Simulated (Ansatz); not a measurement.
```xyz
9

Ga    0.0165   -0.0985    0.2112
N     0.0577   -0.0399    2.1052
H    -0.7802    0.3132    2.5676
H     0.8569    0.4511    2.5070
Cl    1.8697    0.5840   -0.7241
H    -1.3145   -0.1053   -0.6062
O     0.4019   -2.1771    0.6233
H    -0.3065   -2.8125    0.4431
H     0.3073   -1.8813    1.5698
```

Computed with Ansatz 0.2.0, RKS B3LYP/def2-SVP.

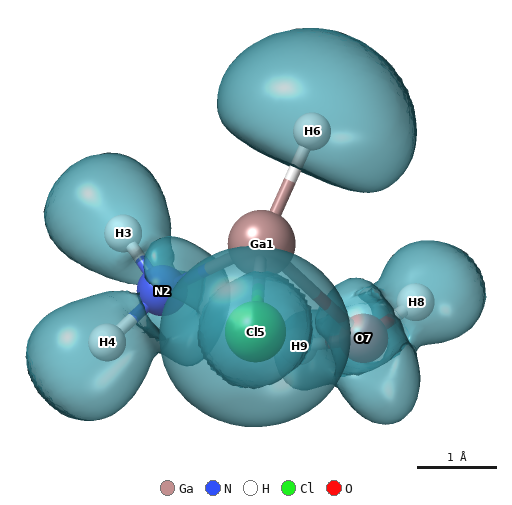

ClGaH₅NO. Isosurface of the electron localisation function at 0.8 (cyan), seen from one side. Core shells and regions of very low density are left out.

Identify the bonds, lone pairs and shells in this picture.

Answer. The surface consists of one region around a hydrogen nucleus, one region wrapped around Cl (its valence shell), one joined region spread over several atoms (H, N), in which their bonds and any lone pairs are merged and one joined region spread over several atoms (H, O), in which their bonds and any lone pairs are merged.

Values along the shortest contacts:
Ga–N (1.90 Å): the ELF peaks at about 0.90 in the valence shell of N, 0.6 Å from its nucleus, and is about 0.40 at the midpoint. Ga–O (2.15 Å): the ELF peaks at about 0.90 in the valence shell of O, 0.6 Å from its nucleus, and is about 0.15 at the midpoint.
